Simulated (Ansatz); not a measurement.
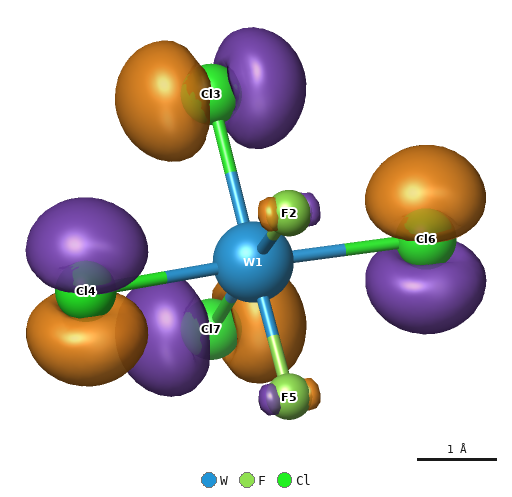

Cl$_{4}$F$_{2}$W. One frontier orbital at ±0.15 Å⁻³ᐟ² (orange and purple are the two phases), seen at a tilt.

Core potentials replace the inner electrons of W.

Computed with RKS PBE0-D4/def2-SVP in Ansatz 0.2.0.

Input

```
crystal:
  periodic: [false, false, false]
  atoms:
    - { symbol: W, position_ang: [0.0, 0.0, 0.0] }
    - { symbol: F, position_ang: [0.0, 0.0, 1.85] }
    - { symbol: Cl, position_ang: [2.39, 0.0, 0.0] }
    - { symbol: Cl, position_ang: [0.0, 2.39, 0.0] }
    - { symbol: F, position_ang: [-1.85, 0.0, 0.0] }
    - { symbol: Cl, position_ang: [0.0, -2.39, 0.0] }
    - { symbol: Cl, position_ang: [0.0, 0.0, -2.39] }
basis:
  gaussian: { orbitals: def2-SVP }
hamiltonian:
  xc: pbe0
  dispersion: d4
relax:
  f_tol: 0.02
  max_steps: 40
output:
  orbitals: {}
```

Command:

```sh
ansatz run input.yaml --threads 4 --pin off --max-ram 5120MiB --backend cpu --events-out ev --progress --plain --runs-dir out
```

The fields are those of the run's last geometry, not of the input's.

> Which orbital is it: HOMO or LUMO?

The HOMO, at −9.66 eV. Its weight (Hirshfeld) is mainly on Cl3 (about 25 %), Cl7 (about 25 %), Cl4 (about 25 %) and Cl6 (about 25 %); largely a combination of lone pairs on Cl3, Cl7, Cl4 and Cl6.
